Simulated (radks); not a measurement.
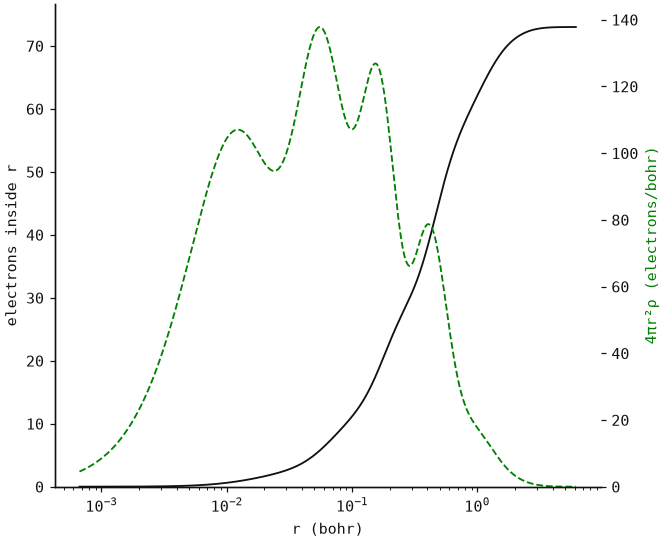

Z = 75.1 with 73 electrons; electrons: [Xe] 4f14 5d5 (5d3/2: 4, 5d5/2: 1). Level of theory: Dirac Kohn-Sham, LDA (Slater exchange, Perdew-Wang correlation), spin-unpolarised, spherical densities, point nucleus. Computed with the in-house radial solver radks.

The plot shows the number of electrons inside radius r (solid) and the radial density 4πr²ρ (dashed).

### Describe it and give its main numbers.

The count levels off at 73 electrons. Half of them lie within 0.380 bohr, 90 % within 1.24 bohr and 99 % within 2.52 bohr. The radial density has minima at 0.0239, 0.0994 and 0.288 bohr, where the count stands at 2.0, 11.1 and 29.9; these part the shells that the density resolves.
